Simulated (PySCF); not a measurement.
# C7H6O: electronic excitations at several levels of theory

How much do the electronic excitations of C7H6O (`C=C1C=CC(=O)C=C1`) depend on the level of theory, and what does each level cost?

The runs use PySCF 2.14.0, with density-fitted response routines of our own; the level of theory stands in each step. All values are computed, except where a source is named. Atoms are numbered from 0 throughout.

### Step 1. The starting structure

14 atoms, charge 0, multiplicity 1; geometry from: GFN2-xTB.

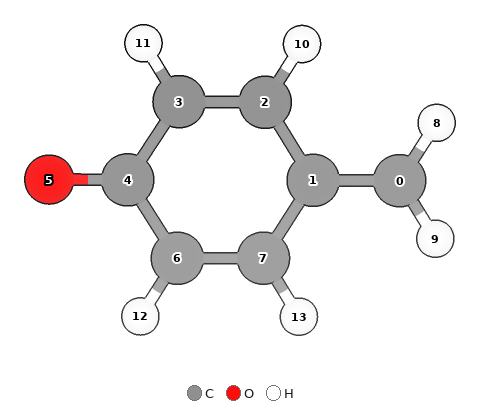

The starting geometry (carbon grey, oxygen red, hydrogen white), atoms numbered.

### Step 2. Optimising the geometry at PBE0-D3(BJ)/def2-SVP

The job: settings as JSON, then the geometry in Å.

```
{"job": {"xc": "PBE0", "basis": "def2-SVP", "d3": "d3bj", "grid": 2, "kind": "geom"}, "charge": 0, "multiplicity": 1}
C      2.767770    -0.440590    -0.043280
C      1.439530    -0.227930    -0.020900
C      0.883260     1.108790    -0.029420
C     -0.438180     1.324760    -0.011420
C     -1.408120     0.223450     0.021970
O     -2.613700     0.414650     0.035180
C     -0.826710    -1.123730     0.030110
C      0.496530    -1.328090     0.009040
H      3.469250     0.377010    -0.061490
H      3.181780    -1.434060    -0.036770
H      1.582800     1.933440    -0.051750
H     -0.851160     2.323110    -0.019350
H     -1.528390    -1.944920     0.054500
H      0.906350    -2.329040     0.014980
```

Log:

```text
step   0  E = -344.89577308  max force = 0.011719
step   1  E = -344.89694514  max force = 0.003781
step   2  E = -344.89686907  max force = 0.005270
step   3  E = -344.89705416  max force = 0.000786
step   4  E = -344.89703672  max force = 0.001420
step   5  E = -344.89705929  max force = 0.000324
optimisation converged
```

Wall time 26 s (8 threads of AMD EPYC 9R45 (Zen 5), shared host).

The steps of the relaxation: (the energy doesn't fall at every step)

| step | energy from step 0 (eV) | largest force component (eV/Å) |
| --- | --- | --- |
| 0 | 0.0000 | 0.6026 |
| 1 | -0.0319 | 0.1944 |
| 2 | -0.0298 | 0.2710 |
| 3 | -0.0349 | 0.0404 |
| 4 | -0.0344 | 0.0730 |
| 5 | -0.0350 | 0.0167 |

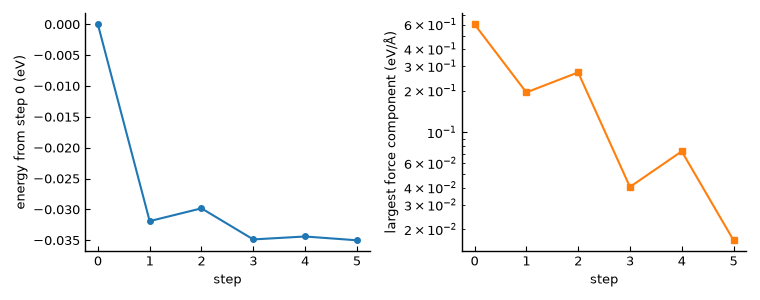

Energy and force, step by step.

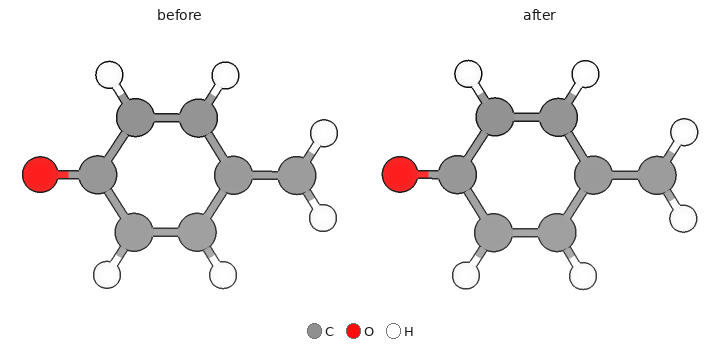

Before and after, at one scale.

Close pairs (by a distance rule), those that changed most:

| bond | before (Å) | after (Å) | change (Å) |
| --- | --- | --- | --- |
| C0–H9 | 1.076 | 1.093 | +0.017 |
| C0–H8 | 1.077 | 1.093 | +0.015 |
| C7–H13 | 1.082 | 1.094 | +0.012 |
| C2–H10 | 1.082 | 1.094 | +0.012 |
| C3–H11 | 1.080 | 1.092 | +0.012 |
| C6–H12 | 1.080 | 1.092 | +0.012 |
| C1–C2 | 1.448 | 1.458 | +0.011 |
| C1–C7 | 1.449 | 1.458 | +0.009 |

The final coordinates are the input of the step that follows.

| at the end point | value |
| --- | --- |
| point group (found at 0.08 Å tolerance) | C2v |
| rotational constants (GHz, main isotopes) | 5.277, 1.640, 1.251 |
| dipole moment (D) | 4.39 |

### Step 3. TDDFT and polarisability: CAM-B3LYP/def2-SVPD

The job: settings as JSON, then the geometry in Å.

```
{"job": {"kind": "uv", "xc": "CAM-B3LYP", "basis": "def2-SVPD", "nstates": 12, "ntriplets": 4}, "charge": 0, "multiplicity": 1}
C      2.776807    -0.441325    -0.041530
C      1.442117    -0.229426    -0.021444
C      0.888476     1.119829    -0.030390
C     -0.440978     1.336441    -0.011013
C     -1.410219     0.223712     0.020077
O     -2.613919     0.415885     0.037401
C     -0.834262    -1.135248     0.029451
C      0.497096    -1.339819     0.009798
H      3.481488     0.393694    -0.064953
H      3.191469    -1.452484    -0.034913
H      1.591355     1.957707    -0.053520
H     -0.865306     2.343023    -0.017419
H     -1.549244    -1.960798     0.052990
H      0.906131    -2.354343     0.016865
```

Level: TDDFT CAM-B3LYP/def2-SVPD, vertical, gas phase, core orbitals frozen in the response.

Log:

```text
coarse grid: 12408 points
cycle   1  E = -344.8915327217  dE =  1.527e+00  |g| = 8.094e-01  |ddm| = 1.082e+01
cycle   2  E = -344.5391765063  dE =  3.524e-01  |g| = 1.550e+00  |ddm| = 3.696e+00
cycle   3  E = -345.0433713115  dE = -5.042e-01  |g| = 9.263e-02  |ddm| = 2.552e+00
cycle   4  E = -345.0452789198  dE = -1.908e-03  |g| = 6.348e-02  |ddm| = 4.429e-01
cycle   5  E = -345.0463459834  dE = -1.067e-03  |g| = 1.863e-02  |ddm| = 2.162e-01
cycle   6  E = -345.0464364410  dE = -9.046e-05  |g| = 7.538e-03  |ddm| = 5.420e-02
cycle   7  E = -345.0464571639  dE = -2.072e-05  |g| = 2.151e-03  |ddm| = 3.013e-02
cycle   8  E = -345.0464588992  dE = -1.735e-06  |g| = 1.091e-03  |ddm| = 9.277e-03
final grid: 121896 points
cycle   9  E = -345.1226688084  dE = -3.204e-05  |g| = 3.560e-03  |ddm| = 1.855e-01
cycle  10  E = -345.1226669619  dE =  1.846e-06  |g| = 4.805e-03  |ddm| = 2.625e-02
cycle  11  E = -345.1226720507  dE = -5.089e-06  |g| = 8.829e-04  |ddm| = 9.823e-03
cycle  12  E = -345.1226722042  dE = -1.535e-07  |g| = 1.232e-04  |ddm| = 1.854e-03
cycle  13  E = -345.1226722066  dE = -2.408e-09  |g| = 9.162e-05  |ddm| = 5.626e-04
cycle  14  E = -345.1226722089  dE = -2.289e-09  |g| = 1.127e-05  |ddm| = 2.496e-04
cycle  15  E = -345.1226722089  dE = -3.763e-11  |g| = 4.738e-06  |ddm| = 4.443e-05
converged SCF energy = -345.1226722089

Static polarisability (au): isotropic 92.578, principal 48.853 77.800 151.081

Singlet excitations
state   eV       nm        f      main configurations
  1   3.3329    372.0   0.00000   H-1->L 0.92
  2   4.6599    266.1   0.00214   H-2->L 0.99
  3   4.7462    261.2   0.63681   H->L 0.96
  4   5.9480    208.4   0.01993   H->L+1 0.98
  5   5.9910    207.0   0.00078   H-1->L+1 0.97
  6   6.2259    199.1   0.00000   H-3->L 0.89
  7   6.9620    178.1   0.00062   H->L+2 0.94
  8   7.0401    176.1   0.00000   H-1->L+3 0.73
  9   7.1049    174.5   0.00577   H->L+3 0.56, H-4->L 0.42
 10   7.2422    171.2   0.00020   H-5->L 0.92
 11   7.2905    170.1   0.26789   H-2->L+1 0.41, H-4->L 0.28, H->L+3 0.25
 12   7.4941    165.4   0.00000   H->L+4 0.76, H-2->L+2 0.16

Triplet excitations (Tamm-Dancoff, eV): 2.3272 2.8918 3.4807 4.7412
```

Run time: 24 s. Hardware: 8 threads of AMD EPYC 9R45 (Zen 5), shared host.

Frontier orbitals and where they lie:

| orbital | eV | atoms |
| --- | --- | --- |
| HOMO−3 | -11.68 | C1 14 %, C2 12 %, C7 12 % |
| HOMO−2 | -9.56 | C7 21 %, C2 21 %, C6 20 % |
| HOMO−1 | -8.80 | O5 64 %, C4 12 %, C6 8 % |
| HOMO | -8.45 | C0 22 %, O5 16 %, C1 15 % |
| LUMO | -1.71 | C0 24 %, O5 15 %, C4 11 % |
| LUMO+1 | 0.64 | C6 18 %, C3 18 %, C2 18 % |
| LUMO+2 | 1.20 | C0 30 %, H8 12 %, H9 12 % |

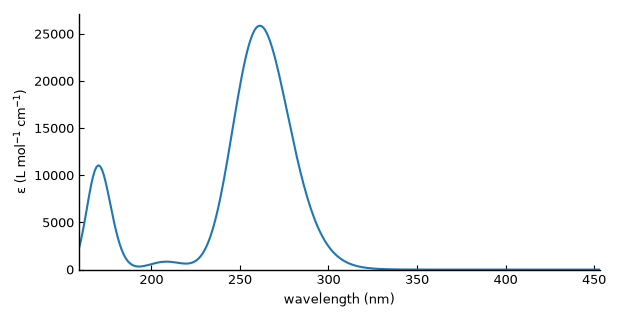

Absorption spectrum: each of the 12 states is a Gaussian band of 0.4 eV half-width at 1/e. Beyond the last state computed it falls off for lack of states.

Further results of this job:

| property | computed |
| --- | --- |
| dipole moment (D) | 4.88 |
| polarisability (Å³) | 13.72 |
| HOMO–LUMO gap (eV) | 6.74 |
| −ε(HOMO) (eV) | 8.45 |

### Step 4. Excited states and response: PBE0/def2-SVPD

Same as in step 3 but for these lines:

```diff
@@ -1,2 +1,2 @@
-{"job": {"kind": "uv", "xc": "CAM-B3LYP", "basis": "def2-SVPD", "nstates": 12, "ntriplets": 4}, "charge": 0, "multiplicity": 1}
+{"job": {"kind": "uv", "xc": "PBE0", "basis": "def2-SVPD", "nstates": 12, "ntriplets": 4}, "charge": 0, "multiplicity": 1}
 C      2.776807    -0.441325    -0.041530
```

Level: TDDFT PBE0/def2-SVPD, vertical, gas phase, core orbitals frozen in the response.

Log:

```text
coarse grid: 12408 points
cycle   1  E = -344.7111251721  dE =  1.294e+00  |g| = 7.563e-01  |ddm| = 8.905e+00
cycle   2  E = -342.4881171704  dE =  2.223e+00  |g| = 2.543e+00  |ddm| = 3.930e+00
cycle   3  E = -344.7590456237  dE = -2.271e+00  |g| = 4.965e-01  |ddm| = 3.301e+00
cycle   4  E = -344.8336331507  dE = -7.459e-02  |g| = 2.015e-01  |ddm| = 1.506e+00
cycle   5  E = -344.8393875497  dE = -5.754e-03  |g| = 1.371e-01  |ddm| = 7.163e-01
cycle   6  E = -344.8443181266  dE = -4.931e-03  |g| = 2.432e-02  |ddm| = 3.113e-01
cycle   7  E = -344.8444698352  dE = -1.517e-04  |g| = 1.118e-02  |ddm| = 6.322e-02
cycle   8  E = -344.8445011915  dE = -3.136e-05  |g| = 3.431e-03  |ddm| = 3.217e-02
cycle   9  E = -344.8445040625  dE = -2.871e-06  |g| = 1.102e-03  |ddm| = 9.697e-03
final grid: 121896 points
cycle  10  E = -344.9023743702  dE = -2.243e-05  |g| = 1.141e-02  |ddm| = 3.066e-01
cycle  11  E = -344.9022786790  dE =  9.569e-05  |g| = 2.393e-02  |ddm| = 7.108e-02
cycle  12  E = -344.9024028132  dE = -1.241e-04  |g| = 2.576e-03  |ddm| = 4.046e-02
cycle  13  E = -344.9024044461  dE = -1.633e-06  |g| = 6.508e-04  |ddm| = 7.177e-03
cycle  14  E = -344.9024045490  dE = -1.030e-07  |g| = 2.197e-04  |ddm| = 1.653e-03
cycle  15  E = -344.9024045645  dE = -1.549e-08  |g| = 3.389e-05  |ddm| = 6.534e-04
cycle  16  E = -344.9024045648  dE = -2.381e-10  |g| = 1.924e-05  |ddm| = 1.535e-04
converged SCF energy = -344.9024045648

Static polarisability (au): isotropic 92.604, principal 48.699 78.912 150.200

Singlet excitations
state   eV       nm        f      main configurations
  1   2.9481    420.6   0.00000   H->L 0.97
  2   4.3679    283.9   0.00195   H-2->L 0.99
  3   4.6051    269.2   0.54327   H-1->L 0.93
  4   5.4094    229.2   0.00042   H->L+1 0.99
  5   5.7215    216.7   0.01715   H-1->L+1 0.98
  6   5.9103    209.8   0.00000   H-3->L 0.91
  7   6.3673    194.7   0.00000   H->L+2 0.86
  8   6.5676    188.8   0.00129   H-4->L 0.58, H-1->L+2 0.40
  9   6.8874    180.0   0.00109   H-1->L+3 0.90, H-5->L 0.08
 10   6.9292    178.9   0.00004   H-5->L 0.90, H-1->L+3 0.08
 11   7.1168    174.2   0.41477   H-2->L+1 0.53, H-1->L+2 0.28, H-4->L 0.08
 12   7.1587    173.2   0.00004   H->L+3 0.92

Triplet excitations (Tamm-Dancoff, eV): 2.2494 2.5147 3.3789 4.7087
```

It took 19 s on 8 threads of AMD EPYC 9R45 (Zen 5), shared host.

In short: HOMO -7.31 eV, LUMO -2.77 eV; lowest singlet 2.95 eV.

### Step 5. Excited states and response: PBE/def2-SVPD

Same as in step 4 but for these lines:

```diff
@@ -1,2 +1,2 @@
-{"job": {"kind": "uv", "xc": "PBE0", "basis": "def2-SVPD", "nstates": 12, "ntriplets": 4}, "charge": 0, "multiplicity": 1}
+{"job": {"kind": "uv", "xc": "PBE", "basis": "def2-SVPD", "nstates": 12, "ntriplets": 4}, "charge": 0, "multiplicity": 1}
 C      2.776807    -0.441325    -0.041530
```

Level: TDDFT PBE/def2-SVPD, vertical, gas phase, core orbitals frozen in the response.

Log:

```text
coarse grid: 12408 points
cycle   1  E = -344.6412050724  dE =  1.043e+00  |g| = 8.405e-01  |ddm| = 1.099e+01
cycle   2  E = -341.6587926345  dE =  2.982e+00  |g| = 2.901e+00  |ddm| = 4.579e+00
cycle   3  E = -344.5624028614  dE = -2.904e+00  |g| = 8.428e-01  |ddm| = 3.844e+00
cycle   4  E = -344.7757957872  dE = -2.134e-01  |g| = 3.111e-01  |ddm| = 2.201e+00
cycle   5  E = -344.7622631120  dE =  1.353e-02  |g| = 3.769e-01  |ddm| = 1.321e+00
cycle   6  E = -344.8052028820  dE = -4.294e-02  |g| = 5.150e-02  |ddm| = 7.703e-01
cycle   7  E = -344.8058055304  dE = -6.026e-04  |g| = 2.760e-02  |ddm| = 1.222e-01
cycle   8  E = -344.8059958547  dE = -1.903e-04  |g| = 8.383e-03  |ddm| = 6.342e-02
cycle   9  E = -344.8060128109  dE = -1.696e-05  |g| = 2.103e-03  |ddm| = 2.033e-02
cycle  10  E = -344.8060142494  dE = -1.438e-06  |g| = 2.906e-04  |ddm| = 8.496e-03
final grid: 121896 points
cycle  11  E = -344.8848431421  dE =  3.331e-06  |g| = 1.990e-02  |ddm| = 4.723e-01
cycle  12  E = -344.8838783349  dE =  9.648e-04  |g| = 6.661e-02  |ddm| = 1.391e-01
cycle  13  E = -344.8848938695  dE = -1.016e-03  |g| = 1.111e-02  |ddm| = 1.014e-01
cycle  14  E = -344.8849306974  dE = -3.683e-05  |g| = 3.965e-03  |ddm| = 2.833e-02
cycle  15  E = -344.8849350866  dE = -4.389e-06  |g| = 5.961e-04  |ddm| = 7.070e-03
cycle  16  E = -344.8849352110  dE = -1.244e-07  |g| = 8.633e-05  |ddm| = 2.036e-03
cycle  17  E = -344.8849352127  dE = -1.696e-09  |g| = 5.181e-05  |ddm| = 2.768e-04
cycle  18  E = -344.8849352134  dE = -6.471e-10  |g| = 1.607e-05  |ddm| = 1.233e-04
converged SCF energy = -344.8849352134

Static polarisability (au): isotropic 94.422, principal 49.202 82.789 151.274

Singlet excitations
state   eV       nm        f      main configurations
  1   2.2096    561.1   0.00000   H->L 1.00
  2   3.8431    322.6   0.00172   H-2->L 0.96
  3   4.1653    297.7   0.00012   H->L+1 1.00
  4   4.2930    288.8   0.39680   H-1->L 0.88, H-2->L+1 0.09
  5   5.1528    240.6   0.00000   H-3->L 0.56, H->L+2 0.44
  6   5.2027    238.3   0.00000   H->L+2 0.55, H-3->L 0.44
  7   5.2370    236.7   0.01152   H-1->L+1 0.94
  8   5.6526    219.3   0.00120   H->L+3 1.00
  9   5.7615    215.2   0.00764   H-4->L 0.58, H-1->L+2 0.40
 10   6.1306    202.2   0.00008   H-5->L 0.99
 11   6.1967    200.1   0.01776   H->L+4 0.99
 12   6.4029    193.6   0.01038   H->L+5 1.00

Triplet excitations (Tamm-Dancoff, eV): 1.8649 2.2834 3.2367 4.0123
```

Run time: 14 s. Hardware: 8 threads of AMD EPYC 9R45 (Zen 5), shared host.

Key values: HOMO -5.65 eV, LUMO -3.58 eV; lowest singlet 2.21 eV.

### Step 6. TDDFT and polarisability: B3LYP/def2-SVPD

Same as in step 5 but for these lines:

```diff
@@ -1,2 +1,2 @@
-{"job": {"kind": "uv", "xc": "PBE", "basis": "def2-SVPD", "nstates": 12, "ntriplets": 4}, "charge": 0, "multiplicity": 1}
+{"job": {"kind": "uv", "xc": "B3LYP", "basis": "def2-SVPD", "nstates": 12, "ntriplets": 4}, "charge": 0, "multiplicity": 1}
 C      2.776807    -0.441325    -0.041530
```

With the program's defaults for keys left out, this is: TDDFT B3LYP/def2-SVPD, vertical, gas phase, core orbitals frozen in the response.

Log:

```text
coarse grid: 12408 points
cycle   1  E = -345.0863283360  dE =  1.241e+00  |g| = 8.111e-01  |ddm| = 1.132e+01
cycle   2  E = -342.6205510201  dE =  2.466e+00  |g| = 2.684e+00  |ddm| = 4.148e+00
cycle   3  E = -345.1224500923  dE = -2.502e+00  |g| = 5.739e-01  |ddm| = 3.455e+00
cycle   4  E = -345.2226280629  dE = -1.002e-01  |g| = 2.272e-01  |ddm| = 1.783e+00
cycle   5  E = -345.2283876934  dE = -5.760e-03  |g| = 1.733e-01  |ddm| = 8.544e-01
cycle   6  E = -345.2364848797  dE = -8.097e-03  |g| = 2.814e-02  |ddm| = 3.932e-01
cycle   7  E = -345.2366934714  dE = -2.086e-04  |g| = 1.359e-02  |ddm| = 7.291e-02
cycle   8  E = -345.2367407694  dE = -4.730e-05  |g| = 3.551e-03  |ddm| = 3.960e-02
cycle   9  E = -345.2367436901  dE = -2.921e-06  |g| = 1.246e-03  |ddm| = 1.027e-02
final grid: 121896 points
cycle  10  E = -345.3106578231  dE = -4.106e-05  |g| = 5.810e-03  |ddm| = 3.351e-01
cycle  11  E = -345.3106418063  dE =  1.602e-05  |g| = 1.017e-02  |ddm| = 4.846e-02
cycle  12  E = -345.3106653208  dE = -2.351e-05  |g| = 2.705e-03  |ddm| = 2.381e-02
cycle  13  E = -345.3106669413  dE = -1.620e-06  |g| = 4.181e-04  |ddm| = 5.361e-03
cycle  14  E = -345.3106669745  dE = -3.315e-08  |g| = 2.233e-04  |ddm| = 1.106e-03
cycle  15  E = -345.3106669896  dE = -1.515e-08  |g| = 5.391e-05  |ddm| = 5.669e-04
cycle  16  E = -345.3106669904  dE = -7.715e-10  |g| = 2.288e-05  |ddm| = 1.981e-04
converged SCF energy = -345.3106669904

Static polarisability (au): isotropic 93.538, principal 49.005 80.017 151.592

Singlet excitations
state   eV       nm        f      main configurations
  1   2.8684    432.2   0.00000   H->L 0.98
  2   4.2411    292.3   0.00193   H-2->L 0.99
  3   4.5197    274.3   0.51596   H-1->L 0.93
  4   5.2113    237.9   0.00033   H->L+1 1.00
  5   5.5823    222.1   0.01597   H-1->L+1 0.98
  6   5.8406    212.3   0.00000   H-3->L 0.90, H->L+2 0.09
  7   6.1526    201.5   0.00000   H->L+2 0.87, H-3->L 0.09
  8   6.3615    194.9   0.00181   H-4->L 0.57, H-1->L+2 0.41
  9   6.6113    187.5   0.00136   H-1->L+3 0.99
 10   6.7648    183.3   0.00014   H->L+3 0.95
 11   6.8454    181.1   0.00000   H-5->L 0.98
 12   6.9705    177.9   0.42341   H-2->L+1 0.53, H-1->L+2 0.26

Triplet excitations (Tamm-Dancoff, eV): 2.2948 2.4768 3.3864 4.7623
```

Wall time 18 s (8 threads of AMD EPYC 9R45 (Zen 5), shared host).

In short: HOMO -7.05 eV, LUMO -2.93 eV; lowest singlet 2.87 eV.

### Step 7. Comparing the runs: electronic excitations

Excitations and ground-state properties, with basis size and wall time:

| run | lowest singlet (eV) | brightest (eV) | f | gap (eV) | α (Å³) | μ (D) | functions | time |
| --- | --- | --- | --- | --- | --- | --- | --- | --- |
| CAM-B3LYP/def2-SVPD | 3.33 | 4.75 | 0.637 | 6.74 | 13.72 | 4.88 | 211 | 24 s |
| PBE0/def2-SVPD | 2.95 | 4.61 | 0.543 | 4.55 | 13.72 | 4.81 | 211 | 19 s |
| PBE/def2-SVPD | 2.21 | 4.29 | 0.397 | 2.07 | 13.99 | 4.61 | 211 | 14 s |
| B3LYP/def2-SVPD | 2.87 | 4.52 | 0.516 | 4.12 | 13.86 | 4.81 | 211 | 18 s |

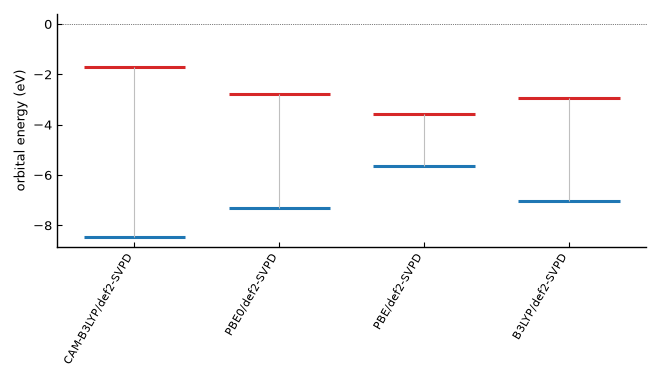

HOMO (blue) and LUMO (red) run by run.

### Step 8. What came out

```
                                quantity                        value
                             point group                          C2v
    rotational constants (main isotopes)         5.28, 1.64, 1.25 GHz
    lowest singlet (CAM-B3LYP/def2-SVPD)  3.33 eV (372 nm), f = 0.000
brightest single state of those computed  state 3, 4.75 eV, f = 0.637
                          lowest triplet                      2.33 eV
             range of the lowest singlet              2.21 to 3.33 eV
```

What this shows: Single values in the summary come from the first sound run of each kind (CAM-B3LYP/def2-SVPD), which need not be the best level. Relaxing lowered the energy by 0.035 eV in 5 steps; the close pair that moved most is C0–H9, from 1.076 to 1.093 Å. The lowest singlet, at 3.33 eV, is HOMO−1→LUMO 0.92 and is dark; of the 12 states computed, the strongest absorption comes from state 3 at 4.75 eV. The lowest triplet lies 1.01 eV below the lowest singlet (triplets in Tamm-Dancoff, singlets in full TDDFT). The lowest singlet runs from 2.21 eV (PBE/def2-SVPD) to 3.33 eV (CAM-B3LYP/def2-SVPD), while the orbital gap spans 2.07 to 6.74 eV: the excitation energy moves far less from run to run than the orbital gap does. The lowest state need not be the same one in every run.
